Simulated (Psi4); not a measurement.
**Interaction calculation, with input and output: H$_{4}$ (part 2 of 2)**

H$_{4}$, SMILES [H][H].[H][H]; SAPT2+(3)DMP2/def2-SVPD, RHF (Psi4 1.11). The geometry comes from this level: GFN2-xTB.

Geometry of the input (Å):
```
H  -0.1520  0.8404  -0.9582
H  -0.7725  1.0555  -1.3760
H  0.4248  -1.4410  1.8270
H  1.1144  -1.7154  2.0591
```

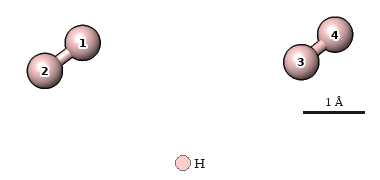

Fig. 1: The structure (ball-and-stick view, seen at a tilt; atoms are numbered from 1 in the order of the input).

**Log, continued**
```
 ------------------------------------------------------------------------------------

	total time  =          0 seconds =       0.00 minutes

  //>>>>>>>>>>>>>>>>>>>>>>>>>>>>>>>>>>>//
  //               DFMP2               //
  //<<<<<<<<<<<<<<<<<<<<<<<<<<<<<<<<<<<//

   => Auxiliary Basis Set <=

  Basis Set: (DEF2-SVPD AUX)
    Blend: DEF2-SVPD-RI
    Number of shells: 36
    Number of basis functions: 92
    Number of Cartesian functions: 100
    Spherical Harmonics?: true
    Max angular momentum: 2

	 --------------------------------------------------------
	                 NBF =    32, NAUX =    92
	 --------------------------------------------------------
	   CLASS    FOCC     OCC    AOCC    AVIR     VIR    FVIR
	   PAIRS       0       1       1      31      31       0
	 --------------------------------------------------------

	 Will attempt to load fitting metric from file 97.

	-----------------------------------------------------------
	 ==================> DF-MP2 Energies <====================
	-----------------------------------------------------------
	 Reference Energy          =      -1.1283270307663535 [Eh]
	 Singles Energy            =      -0.0000000000000000 [Eh]
	 Same-Spin Energy          =       0.0000000000000000 [Eh]
	 Opposite-Spin Energy      =      -0.0275068651190237 [Eh]
	 Correlation Energy        =      -0.0275068651190237 [Eh]
	 Total Energy              =      -1.1558338958853773 [Eh]
	-----------------------------------------------------------
	 ================> DF-SCS-MP2 Energies <==================
	-----------------------------------------------------------
	 SCS Same-Spin Scale       =       0.3333333333333333 [-]
	 SCS Opposite-Spin Scale   =       1.2000000000000000 [-]
	 SCS Same-Spin Energy      =       0.0000000000000000 [Eh]
	 SCS Opposite-Spin Energy  =      -0.0330082381428284 [Eh]
	 SCS Correlation Energy    =      -0.0330082381428284 [Eh]
	 SCS Total Energy          =      -1.1613352689091820 [Eh]
	-----------------------------------------------------------

	total time  =          0 seconds =       0.00 minutes

  //>>>>>>>>>>>>>>>>>>>>>>>>>>>>>>>>>>>//
  //            Monomer B HF           //
  //<<<<<<<<<<<<<<<<<<<<<<<<<<<<<<<<<<<//

  ==> Geometry <==

    Molecular point group: c1
    Full point group: C1

    Geometry (in Angstrom), charge = 0, multiplicity = 1:

       Center              X                  Y                   Z               Mass
    ------------   -----------------  -----------------  -----------------  -----------------
      Gh(H)          -0.152030000000     0.840370000000    -0.958210000000     1.007825032230
      Gh(H)          -0.772470000000     1.055540000000    -1.376000000000     1.007825032230
         H            0.424750000000    -1.440990000000     1.826980000000     1.007825032230
         H            1.114410000000    -1.715390000000     2.059110000000     1.007825032230

  Running in c1 symmetry.

  Rotational constants: A =     63.99552  B =      0.87960  C =      0.86829 [cm^-1]
  Rotational constants: A = 1918537.49308  B =  26369.72733  C =  26030.59409 [MHz]
  Nuclear repulsion =    0.680442499538538

  Charge       = 0
  Multiplicity = 1
  Electrons    = 2
  Nalpha       = 1
  Nbeta        = 1

  ==> Iterations <==

                           Total Energy        Delta E     RMS |[F,P]|

   @DF-RHF iter SAD:    -0.85260298662835   -8.52603e-01   0.00000e+00
   @DF-RHF iter   1:    -1.12582094302596   -2.73218e-01   1.46490e-03 ADIIS/DIIS
   @DF-RHF iter   2:    -1.12826517532433   -2.44423e-03   2.66296e-04 ADIIS/DIIS
   @DF-RHF iter   3:    -1.12835342197599   -8.82467e-05   1.46881e-05 DIIS
   @DF-RHF iter   4:    -1.12835364547749   -2.23502e-07   1.11867e-06 DIIS
   @DF-RHF iter   5:    -1.12835364708179   -1.60430e-09   7.56703e-08 DIIS
   @DF-RHF iter   6:    -1.12835364708878   -6.99063e-12   6.42719e-09 DIIS
  Energy and wave function converged.

  ==> Post-Iterations <==

    Orbital Energies [Eh]
    ---------------------

    Doubly Occupied:

       1A     -0.581226

    Virtual:

       2A      0.132212     3A      0.164567     4A      0.194526
       5A      0.237354     6A      0.260365     7A      0.267447
       8A      0.282831     9A      0.325201    10A      0.375810
      11A      0.385440    12A      0.409898    13A      0.421661
      14A      0.462127    15A      0.505691    16A      0.581560
      17A      0.685461    18A      1.230286    19A      1.355302
      20A      1.649035    21A      1.669803    22A      1.924217
      23A      2.011209    24A      2.020364    25A      2.113188
      26A      2.320456    27A      2.334212    28A      2.551693
      29A      2.631968    30A      2.647709    31A      3.599573
      32A      4.599983

    Final Occupation by Irrep:
              A
    DOCC [     1 ]
    NA   [     1 ]
    NB   [     1 ]

  @DF-RHF Final Energy:    -1.12835364708878

   => Energetics <=

    Nuclear Repulsion Energy =              0.6804424995385383
    One-Electron Energy =                  -2.4551394943543663
    Two-Electron Energy =                   0.6463433477270442
    Total Energy =                         -1.1283536470887838

Computation Completed

Properties will be evaluated at   0.000000,   0.000000,   0.000000 [a0]

Properties computed using the SCF density matrix

 Multipole Moments:

 ------------------------------------------------------------------------------------
     Multipole            Electronic (a.u.)      Nuclear  (a.u.)        Total (a.u.)
 ------------------------------------------------------------------------------------

 L = 1.  Multiply by 2.5417464519 to convert [e a0] to [Debye]
 Dipole X            :         -2.9085277            2.9085909            0.0000632
 Dipole Y            :          5.9645655           -5.9646937           -0.0001283
 Dipole Z            :         -7.3435048            7.3436458            0.0001410
 Magnitude           :                                                    0.0002008

 ------------------------------------------------------------------------------------

	total time  =          0 seconds =       0.00 minutes

  //>>>>>>>>>>>>>>>>>>>>>>>>>>>>>>>>>>>//
  //               DFMP2               //
  //<<<<<<<<<<<<<<<<<<<<<<<<<<<<<<<<<<<//

   => Auxiliary Basis Set <=

  Basis Set: (DEF2-SVPD AUX)
    Blend: DEF2-SVPD-RI
    Number of shells: 36
    Number of basis functions: 92
    Number of Cartesian functions: 100
    Spherical Harmonics?: true
    Max angular momentum: 2

	 --------------------------------------------------------
	                 NBF =    32, NAUX =    92
	 --------------------------------------------------------
	   CLASS    FOCC     OCC    AOCC    AVIR     VIR    FVIR
	   PAIRS       0       1       1      31      31       0
	 --------------------------------------------------------

	 Will attempt to load fitting metric from file 97.

	-----------------------------------------------------------
	 ==================> DF-MP2 Energies <====================
	-----------------------------------------------------------
	 Reference Energy          =      -1.1283536470887838 [Eh]
	 Singles Energy            =      -0.0000000000000000 [Eh]
	 Same-Spin Energy          =       0.0000000000000000 [Eh]
	 Opposite-Spin Energy      =      -0.0275070489026486 [Eh]
	 Correlation Energy        =      -0.0275070489026486 [Eh]
	 Total Energy              =      -1.1558606959914324 [Eh]
	-----------------------------------------------------------
	 ================> DF-SCS-MP2 Energies <==================
	-----------------------------------------------------------
	 SCS Same-Spin Scale       =       0.3333333333333333 [-]
	 SCS Opposite-Spin Scale   =       1.2000000000000000 [-]
	 SCS Same-Spin Energy      =       0.0000000000000000 [Eh]
	 SCS Opposite-Spin Energy  =      -0.0330084586831783 [Eh]
	 SCS Correlation Energy    =      -0.0330084586831783 [Eh]
	 SCS Total Energy          =      -1.1613621057719621 [Eh]
	-----------------------------------------------------------

	total time  =          0 seconds =       0.00 minutes
  Constructing Basis Sets for SAPT...

   => Loading Basis Set <=

    Name: (DEF2-SVPD AUX)
    Role: RIFIT
    Keyword: DF_BASIS_SAPT

   => Loading Basis Set <=

    Name: (DEF2-SVPD AUX)
    Role: JKFIT
    Keyword: DF_BASIS_ELST

  //>>>>>>>>>>>>>>>>>>>>>>>>>>>>>>>>>>>//
  //           SAPT2+(3)DMP2           //
  //<<<<<<<<<<<<<<<<<<<<<<<<<<<<<<<<<<<//

      SAPT2+(3)
     6 June 2009

      Orbital Information
  --------------------------
    NSO        =        32
    NMO        =        32
    NRI        =        92
    NOCC A     =         1
    NOCC B     =         1
    FOCC A     =         0
    FOCC B     =         0
    NVIR A     =        31
    NVIR B     =        31

    Estimated memory usage: 0.7 MB

    Natural Orbital Cutoff:   1.000E-06
    Disp(T3) Truncation:            Yes
    CCD (vv|vv) Truncation:         Yes
    MBPT T2 Truncation:             Yes

    Monomer A: 16 virtual orbitals dropped
    Monomer B: 16 virtual orbitals dropped

    Elst10,r            =    -0.000020902911 [Eh]
    Exch10 (S^2)        =     0.000014259370 [Eh]
    Exch10              =     0.000014259650 [Eh]
    Ind20,r (A<-B)      =    -0.000000346296 [Eh]
    Ind20,r (B<-A)      =    -0.000000437527 [Eh]
    Ind20,r             =    -0.000000783822 [Eh]
    Exch-Ind20,r (A<-B) =     0.000000080789 [Eh]
    Exch-Ind20,r (B<-A) =     0.000000083876 [Eh]
    Exch-Ind20,r        =     0.000000164665 [Eh]
    Disp20              =    -0.000055353210 [Eh]
    Disp20 (NO)         =    -0.000050086069 [Eh]
    Exch-Disp20         =     0.000000871476 [Eh]
    Elst12,r            =     0.000002340506 [Eh]
    Exch11              =     0.000001001462 [Eh]
    Exch12              =    -0.000000548160 [Eh]
    Ind22               =     0.000000027468 [Eh]
    Disp21              =    -0.000009473919 [Eh]
    Disp22 (SDQ)        =     0.000002374948 [Eh]

    (i =   1 of   1)          0 seconds

    Disp220 (T)         =    -0.000001589177 [Eh]

    (i =   1 of   1)          0 seconds

    Disp202 (T)         =    -0.000001551074 [Eh]

    Disp22 (T)          =    -0.000003140250 [Eh]

    Est. Disp220 (T)    =    -0.000001756297 [Eh]
    Est. Disp202 (T)    =    -0.000001714187 [Eh]

    Est. Disp22 (T)     =    -0.000003470485 [Eh]
    Elst13,r            =     0.000000901522 [Eh]
    Disp30              =     0.000000454502 [Eh]

    SAPT Results
  --------------------------------------------------------------------------------------------------------
    Electrostatics                 -0.01766088 [mEh]      -0.01108237 [kcal/mol]      -0.04636864 [kJ/mol]
      Elst10,r                     -0.02090291 [mEh]      -0.01311677 [kcal/mol]      -0.05488059 [kJ/mol]
      Elst12,r                      0.00234051 [mEh]       0.00146869 [kcal/mol]       0.00614500 [kJ/mol]
      Elst13,r                      0.00090152 [mEh]       0.00056571 [kcal/mol]       0.00236694 [kJ/mol]

    Exchange                        0.01471295 [mEh]       0.00923252 [kcal/mol]       0.03862885 [kJ/mol]
      Exch10                        0.01425965 [mEh]       0.00894807 [kcal/mol]       0.03743871 [kJ/mol]
      Exch10(S^2)                   0.01425937 [mEh]       0.00894789 [kcal/mol]       0.03743797 [kJ/mol]
      Exch11(S^2)                   0.00100146 [mEh]       0.00062843 [kcal/mol]       0.00262934 [kJ/mol]
      Exch12(S^2)                  -0.00054816 [mEh]      -0.00034398 [kcal/mol]      -0.00143919 [kJ/mol]

    Induction                      -0.00176975 [mEh]      -0.00111054 [kcal/mol]      -0.00464649 [kJ/mol]
      Ind20,r                      -0.00078382 [mEh]      -0.00049186 [kcal/mol]      -0.00205793 [kJ/mol]
      Ind22                         0.00002747 [mEh]       0.00001724 [kcal/mol]       0.00007212 [kJ/mol]
      Exch-Ind20,r                  0.00016467 [mEh]       0.00010333 [kcal/mol]       0.00043233 [kJ/mol]
      Exch-Ind22                   -0.00000577 [mEh]      -0.00000362 [kcal/mol]      -0.00001515 [kJ/mol]
      delta HF,r (2)               -0.00096196 [mEh]      -0.00060364 [kcal/mol]      -0.00252563 [kJ/mol]
      delta MP2,r (2)              -0.00021033 [mEh]      -0.00013199 [kcal/mol]      -0.00055223 [kJ/mol]

    Dispersion                     -0.06459669 [mEh]      -0.04053503 [kcal/mol]      -0.16959858 [kJ/mol]
      Disp20                       -0.05535321 [mEh]      -0.03473466 [kcal/mol]      -0.14532983 [kJ/mol]
      Disp30                        0.00045450 [mEh]       0.00028520 [kcal/mol]       0.00119330 [kJ/mol]
      Disp21                       -0.00947392 [mEh]      -0.00594497 [kcal/mol]      -0.02487377 [kJ/mol]
      Disp22 (SDQ)                  0.00237495 [mEh]       0.00149030 [kcal/mol]       0.00623543 [kJ/mol]
      Disp22 (T)                   -0.00314025 [mEh]      -0.00197054 [kcal/mol]      -0.00824473 [kJ/mol]
      Est. Disp22 (T)              -0.00347048 [mEh]      -0.00217776 [kcal/mol]      -0.00911176 [kJ/mol]
      Exch-Disp20                   0.00087148 [mEh]       0.00054686 [kcal/mol]       0.00228806 [kJ/mol]

  Total HF                         -0.00822438 [mEh]      -0.00516088 [kcal/mol]      -0.02159310 [kJ/mol]
  Total SAPT0                      -0.06270611 [mEh]      -0.03934868 [kcal/mol]      -0.16463488 [kJ/mol]
  Total SAPT2                      -0.05989061 [mEh]      -0.03758192 [kcal/mol]      -0.15724277 [kJ/mol]
  Total SAPT2+                     -0.07046006 [mEh]      -0.04421436 [kcal/mol]      -0.18499287 [kJ/mol]
  Total SAPT2+(3)                  -0.06910404 [mEh]      -0.04336344 [kcal/mol]      -0.18143263 [kJ/mol]
  Total SAPT2+dMP2                 -0.07067040 [mEh]      -0.04434634 [kcal/mol]      -0.18554510 [kJ/mol]
  Total SAPT2+(3)dMP2              -0.06931437 [mEh]      -0.04349543 [kcal/mol]      -0.18198486 [kJ/mol]

  Special recipe for scaled SAPT0 (see Manual):
    Electrostatics sSAPT0          -0.02090291 [mEh]      -0.01311677 [kcal/mol]      -0.05488059 [kJ/mol]
    Exchange sSAPT0                 0.01425965 [mEh]       0.00894807 [kcal/mol]       0.03743871 [kJ/mol]
    Induction sSAPT0               -0.00158111 [mEh]      -0.00099216 [kcal/mol]      -0.00415120 [kJ/mol]
    Dispersion sSAPT0              -0.05448168 [mEh]      -0.03418777 [kcal/mol]      -0.14304164 [kJ/mol]
  Total sSAPT0                     -0.06270605 [mEh]      -0.03934864 [kcal/mol]      -0.16463472 [kJ/mol]
  --------------------------------------------------------------------------------------------------------

	total time  =          0 seconds =       0.00 minutes

Warning! sapt2+(3)dmp2 does not have an associated derived wavefunction. The returned wavefunction is the dimer SCF wavefunction.

    Psi4 run time: 0:00:01.30

[set-up sections that repeat, and orbital energies of the middle runs, are left out above]
```

**Summary**

- outcome: converged
- SCF energy: −2.256689 hartree
- MP2 energy: −1.155861 hartree
- correlation energy: −0.027507 hartree
- wall time: 2.3 s
- peak memory: 0.18 GiB
